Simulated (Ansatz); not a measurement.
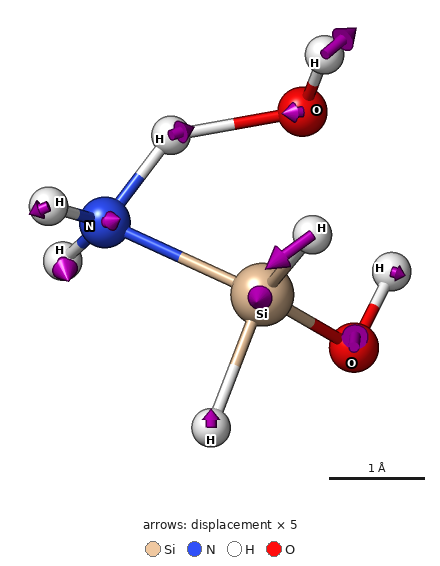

A saddle-point search of SiNH7O2. The starting structure is drawn; purple arrows show the displacements, magnified 5 times. The two geometries are superimposed by the best rigid fit.

A ball-and-stick model, seen face on.

These are results of RKS wB97X-V/pcseg-2 (Ansatz), not measurements.

Input file:
```yaml
crystal:
  periodic: [false, false, false]
  atoms:
    - {symbol: Si, position_ang: [-0.589635, 0.533021, -0.109795]}
    - {symbol: N, position_ang: [-0.285298, -1.253632, 0.414992]}
    - {symbol: H, position_ang: [-0.580219, 0.659834, -1.676448]}
    - {symbol: H, position_ang: [-2.125263, 0.594981, 0.227302]}
    - {symbol: O, position_ang: [-0.195047, 1.709939, 0.780868]}
    - {symbol: H, position_ang: [0.774302, -0.991392, 0.001887]}
    - {symbol: O, position_ang: [1.456683, 0.163899, -0.420403]}
    - {symbol: H, position_ang: [-0.353918, -1.432827, 1.402228]}
    - {symbol: H, position_ang: [-0.739256, -1.914897, -0.185056]}
    - {symbol: H, position_ang: [0.846328, 1.772885, 0.797188]}
    - {symbol: H, position_ang: [1.669049, 0.080033, -1.333693]}
basis:
  gaussian: {orbitals: pcseg-2}
hamiltonian: {xc: {name: wB97X-V}}
saddle:
  f_tol: 0.02
  max_steps: 40
  mode_guess:
    - [0.2748, 0.1075, -0.1381]
    - [0.0815, -0.0598, 0.0078]
    - [-0.0404, 0.0234, -0.1105]
    - [0.1930, -0.0718, -0.0327]
    - [0.0191, 0.0644, 0.0532]
    - [-0.4525, -0.5543, 0.3571]
    - [-0.1862, 0.2894, -0.0997]
    - [0.0517, -0.0096, 0.0114]
    - [0.0677, -0.0291, -0.0209]
    - [0.0280, 0.0543, 0.0168]
    - [-0.0366, 0.1856, -0.0442]
```

Launched with:
```bash
ansatz run in.yaml --threads 4 --pin off --events-out ev --progress --plain --max-ram 9574MiB
```

> What did the optimiser do to the structure, and how much energy did it gain?

Over 11 geometry steps the energy falls by 61.4 kJ/mol. The largest force component goes from 4.9 to 0.00066 eV/Å. The atom that moves furthest after the best rigid fit is H3 (0.13 Å). By element the largest moves are H 0.13 Å, O 0.11 Å, Si 0.07 Å, N 0.05 Å. Near-neighbour distances that change, for instance: Si1–O5 1.528 → 1.643 Å, H6–O7 1.407 → 1.308 Å, Si1–H3 1.572 → 1.484 Å, O5–H10 1.043 → 0.962 Å. Among the angles between lasting bonds that change: H8–N2–H9 116.1° → 109.0°, N2–Si1–O5 121.7° → 115.8°, H6–N2–H9 110.3° → 116.1°.
